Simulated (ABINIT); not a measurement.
**Quasiparticle gap of CuI (Marshite) in ABINIT**

Aim: the G0W0 gap of CuI (Marshite) on PBE, step by step.

Main program and level: ABINIT 10.8.3; PBE and many-body steps on it, plane waves.

The database entry behind the starting cell differs from later determinations by our own check (about 0.15 % long (mineral sample)), so it need not match the best structure at ambient conditions.

In doubt: a PseudoDojo file used here is known to give poor structures and forces, which bears on pressures, cells, forces and phonons.

### Step 1. Set-up

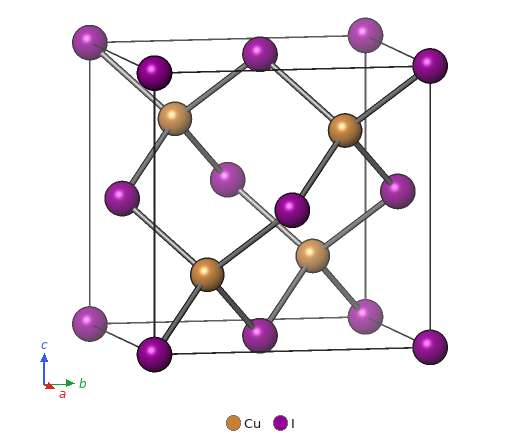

The starting structure, seen slightly off an axis (copper orange, iodine purple). This picture shows the conventional cell, with its axes. Bonds to atoms that aren't drawn are left out. Some periodic images of atoms are drawn too.

The cell and positions come from the Crystallography Open Database and are kept as given unless a step says otherwise. Spin-orbit coupling is left out unless a step names it.

### Step 2. Ground state

This step: ABINIT 10.8.3; DFT, PBE, plane waves, norm-conserving pseudopotentials.

The ground-state density comes first.

run.abi reads:

```
acell 3*1.0 Angstrom
rprim 
  0.000000000000 3.031500000000 3.031500000000
  3.031500000000 -0.000000000000 3.031500000000
  3.031500000000 3.031500000000 0.000000000000
ntypat 2
znucl 29 53
natom 2
typat 1 2
xred 
  0.250000000000 0.250000000000 0.250000000000
  0.000000000000 0.000000000000 0.000000000000
pp_dirpath "pseudos"
pseudos "Cu.upf, I.upf"
ecut 42
ngkpt 6 6 6
nshiftk 1
shiftk 0 0 0
kptopt 1
chksymbreak 0
nband 18
occopt 1
tolvrs 1e-10
nstep 60
prtwf 0
optforces 0
optstress 0
indata_prefix "in"
outdata_prefix "out"
tmpdata_prefix "tmp"
```

Started as:

```console
OMP_NUM_THREADS=1 mpirun -n 8 abinit run.abi > log
```

Numbers of over 12 decimals in the logs are rounded to 6 here.

The program printed:

```text
.Version 10.8.3 of ABINIT. v10.8.2 released Aug 2026.

 Symmetries : space group F-4 3 m (#216); Bravais cF (face-center cubic)
================================================================================
 Values of the parameters that define the memory need of the present run
     intxc =       0    ionmov =       0      iscf =       7    lmnmax =       6
     lnmax =       6     mgfft =      48  mpssoang =       3    mqgrid =    3001
     natom =       2  nloc_mem =       1    nspden =       1   nspinor =       1
    nsppol =       1      nsym =      24    n1xccc =    2501    ntypat =       2
    occopt =       1   xclevel =       2
-    mband =          18        mffmem =           1         mkmem =           2
       mpw =        4897          nfft =      110592          nkpt =          16
================================================================================
  Rough estimation (10% accuracy) of disk space for files :
================================================================================

--------------------------------------------------------------------------------
------------- Echo of variables that govern the present computation ------------
--------------------------------------------------------------------------------
 -outvars: echo values of preprocessed input variables --------
            acell      1.8897261259E+00  1.8897261259E+00  1.8897261259E+00 Bohr

      chksymbreak           0
             ecut      4.20000000E+01 Hartree
-          fftalg         312

              ixc     -101130
              kpt      0.00000000E+00  0.00000000E+00  0.00000000E+00
                       1.66666667E-01  0.00000000E+00  0.00000000E+00
                       3.33333333E-01  0.00000000E+00  0.00000000E+00
                       5.00000000E-01  0.00000000E+00  0.00000000E+00
                       1.66666667E-01  1.66666667E-01  0.00000000E+00
                       3.33333333E-01  1.66666667E-01  0.00000000E+00
                       5.00000000E-01  1.66666667E-01  0.00000000E+00
                      -3.33333333E-01  1.66666667E-01  0.00000000E+00
                      -1.66666667E-01  1.66666667E-01  0.00000000E+00
   [... 5 further rows ...]
                      -3.33333333E-01  3.33333333E-01  1.66666667E-01
                      -3.33333333E-01  5.00000000E-01  1.66666667E-01
         kptrlatt        6    0    0      0    6    0      0    0    6
          kptrlen      4.86096717E+01
P           mkmem           2
            natom           2
            nband          18
            ngfft          48      48      48
             nkpt          16
            nstep          60
             nsym          24
           ntypat           2
              occ      2.000000  2.000000  2.000000  2.000000  2.000000  2.000000
                       2.000000  2.000000  2.000000  2.000000  2.000000  2.000000
                       2.000000  0.000000  0.000000  0.000000  0.000000  0.000000
        optforces           0
        optstress           0
            prtwf           0
            rprim      0.0000000000E+00  3.0315000000E+00  3.0315000000E+00
[...]
spgroup         216

           tolvrs      1.00000000E-10

             xred      2.5000000000E-01  2.5000000000E-01  2.5000000000E-01
[...]
znucl       29.00000   53.00000

================================================================================

 chkinp: Checking input parameters for consistency.

================================================================================
== DATASET  1 ==================================================================
-   mpi_nproc: 8, omp_nthreads: 1 (-1 if OMP is not activated)

--- !DatasetInfo
iteration_state: {dtset: 1, }
dimensions: {natom: 2, nkpt: 16, mband: 18, nsppol: 1, nspinor: 1, nspden: 1, mpw: 4897, }
cutoff_energies: {ecut:  42.0, pawecutdg:  -1.0, }
electrons: {nelect:   2.60000000E+01, charge:   0.00000000E+00, occopt:   1.00000000E+00, tsmear:   1.00000000E-02, }

 Real(R)+Recip(G) space primitive vectors, cartesian coordinates (Bohr,Bohr^-1):
 R(1)=  0.0000000  5.7287048  5.7287048  G(1)= -0.0872798  0.0872798  0.0872798
 R(2)=  5.7287048  0.0000000  5.7287048  G(2)=  0.0872798 -0.0872798  0.0872798
 R(3)=  5.7287048  5.7287048  0.0000000  G(3)=  0.0872798  0.0872798 -0.0872798
 Unit cell volume ucvol=  3.7600993E+02 bohr^3
 Angles (23,13,12)=  6.00000000E+01  6.00000000E+01  6.00000000E+01 degrees

 getcut: wavevector=  0.0000  0.0000  0.0000  ngfft=  48  48  48
         ecut(hartree)=     42.000   => boxcut(ratio)=   2.03086

--- Pseudopotential description ------------------------------------------------
- Cu Generated using ONCVPSP code by D. R. Hamann
- 29.00000  19.00000  171031                  znucl, zion, pspdat
12 -101130 2 -1 1492                          pspcod,pspxc,lmax,lloc,mmax
     nproj     2     2     2
  pspatm : epsatm=   21.66068635
         --- l  ekb(1:nproj) -->
[...]
pspatm: atomic psp has been read  and splines computed

- I Generated using ONCVPSP code by D. R. Hamann
- 53.00000   7.00000  171031                  znucl, zion, pspdat
12 -101130 2 -1 1196                          pspcod,pspxc,lmax,lloc,mmax
     nproj     2     2     2
  pspatm : epsatm=   19.17056757
         --- l  ekb(1:nproj) -->
[...]
2    4.134838    0.711910
 pspatm: atomic psp has been read  and splines computed

   1.06161260E+03                                ecore*ucvol(ha*bohr**3)
--------------------------------------------------------------------------------

_setup2: Arith. and geom. avg. npw (full set) are    4887.671    4887.663

================================================================================

--- !BeginCycle
iteration_state: {dtset: 1, }
solver: {iscf: 7, nstep: 60, nline: 4, wfoptalg: 0, }
tolerances: {tolvrs: 1.00E-10, }

     iter   Etot(hartree)      deltaE(h)  residm     vres2
 ETOT  1  -198.49932499269    -1.985E+02 2.197E-01 1.428E+04
 ETOT  2  -198.62838877951    -1.291E-01 1.416E-01 2.812E+04
 ETOT  3  -201.85821648741    -3.230E+00 3.329E-02 5.168E+03
 ETOT  4  -202.28168608485    -4.235E-01 1.171E-01 1.994E+03
 ETOT  5  -202.45053120802    -1.688E-01 2.533E-03 7.482E+02
 ETOT  6  -202.51508045913    -6.455E-02 6.536E-04 2.857E+02
 ETOT  7  -202.55301032748    -3.793E-02 6.418E-04 3.088E+01
 ETOT  8  -202.55456500006    -1.555E-03 1.987E-01 1.990E+01
 ETOT  9  -202.55759561681    -3.031E-03 1.776E-02 4.280E-01
 ETOT 10  -202.55765731972    -6.170E-05 1.450E-04 3.819E-03
 ETOT 11  -202.55765777924    -4.595E-07 1.649E-05 1.349E-03
 ETOT 12  -202.55765802563    -2.464E-07 3.672E-06 7.583E-06
 ETOT 13  -202.55765802693    -1.297E-09 3.106E-07 5.036E-07
 ETOT 14  -202.55765802699    -6.722E-11 5.726E-07 2.429E-07
 ETOT 15  -202.55765802704    -4.806E-11 4.875E-08 1.304E-10
 ETOT 16  -202.55765802703     1.427E-11 9.699E-08 2.870E-11

 At SCF step   16       vres2   =  2.87E-11 < tolvrs=  1.00E-10 =>converged.

--- !ResultsGS
iteration_state: {dtset: 1, }
comment   : Summary of ground state results
lattice_vectors:
- [  0.0000000,   5.7287048,   5.7287048, ]
- [  5.7287048,  -0.0000000,   5.7287048, ]
- [  5.7287048,   5.7287048,   0.0000000, ]
lattice_lengths: [   8.10161,    8.10161,    8.10161, ]
lattice_angles: [ 60.000,  60.000,  60.000, ] # degrees, (23, 13, 12)
lattice_volume:   3.7600993E+02
convergence: {deltae:  1.427E-11, res2:  2.870E-11, residm:  9.699E-08, diffor:  0.000E+00, }
etotal    :  -2.02557658E+02
entropy   :   0.00000000E+00
fermie    :   1.43174079E-01
cartesian_stress_tensor: null
pressure_GPa: null
xred      :
- [  2.5000E-01,   2.5000E-01,   2.5000E-01, Cu]
- [  0.0000E+00,   0.0000E+00,   0.0000E+00,  I]
cartesian_forces: null
force_length_stats: {min: null, max: null, mean: null, }

 Integrated electronic density in atomic spheres:
 ------------------------------------------------
 Atom  Sphere_radius  Integrated_density
    1        2.00000         17.36540554
    2        2.00000          2.86755521
================================================================================

 ----iterations are completed or convergence reached----

 Mean square residual over all n,k,spin=   33.817E-11; max=  96.988E-09
 reduced coordinates (array xred) for    2 atoms
       0.250000000000      0.250000000000      0.250000000000
       0.000000000000      0.000000000000      0.000000000000
 rms dE/dt=  0.0000E+00; max dE/dt=  0.0000E+00; dE/dt below (all hartree)
    1       0.000000000000      0.000000000000      0.000000000000
    2       0.000000000000      0.000000000000      0.000000000000

 cartesian coordinates (angstrom) at end:
    1      1.515750     1.515750     1.515750
    2      0.000000     0.000000     0.000000
 length scales=  1.889726125908  1.889726125908  1.889726125908 bohr
              =  1.000000000000  1.000000000000  1.000000000000 angstroms
 prteigrs : about to open file out_EIG
 Fermi (or HOMO) energy (hartree) =   0.14317   Average Vxc (hartree)=  -0.33457
 Eigenvalues (hartree) for nkpt=  16  k points:
 kpt#   1, nband= 18, wtk=  0.00463, kpt=  0.0000  0.0000  0.0000 (reduced coord)
  -3.95427   -2.38976   -2.38976   -2.38976   -0.37361    0.00854    0.00854    0.00854
   0.07568    0.07568    0.14317    0.14317    0.14317    0.18334    0.32176    0.32176
   0.32176    0.44822
 prteigrs : prtvol=0 or 1, do not print more k-points.

--- !EnergyTerms
iteration_state     : {dtset: 1, }
comment             : Components of total free energy in Hartree
kinetic             :  9.06607846831494E+01
hartree             :  9.19220282932256E+01
xc                  : -2.73488817867739E+01
Ewald energy        : -9.13430046365284E+01
psp_core            :  2.82336320036765E+00
local_psp           : -2.37541212098357E+02
non_local_psp       : -3.17307356821112E+01
total_energy        : -2.02557658027028E+02
total_energy_eV     : -5.51187466965479E+03
band_energy         : -2.21464848611041E+01

== END DATASET(S) ==============================================================
================================================================================

 -outvars: echo values of variables after computation  --------
           etotal     -2.0255765803E+02
            nband          18
             nkpt          16
          spgroup         216
 [... the other variables as echoed above ...]

 Calculation completed.
```

Elapsed: 12 s, on 8 MPI ranks of Arm Neoverse V1, shared host; peak memory 0.65 GiB; 92 s of CPU time.

Numbers from this step:

```
total energy               : -5511.8747 eV
gap                        : 1.093 eV
k of the valence top       : 0, 0, 0
k of the conduction bottom : 0, 0, 0
least direct gap           : 1.093 eV
```

The gap is direct, at Γ.

[end of part 1 of 3]

[Paths, hosts, dates, memory and timing lines, banners, echoed tables and standing remarks are left out of the program output.]

[Logs are printed without paths, hosts, clocks, repeated set-up lines and the standing remarks that a program may print on its own settings, such as how far it seeks lower states.]

[Runs of the session that timed out or met a known fault of the program may be left out.]

[Hosts, paths, dates, database ids (printed as entryN), source tags and the programs' standing remarks are cut or masked in the printed files.]

[G0W0 gaps are taken among the corrected bands and points alone; a level outside them can change the order at an edge.]

[Where Ansatz stands beside ABINIT at settings called matched, ABINIT's density can come from a denser mesh and the files from another edition; pairs whose starting gaps differed by over 0.03 eV were left out, so agreement reads better than it is.]
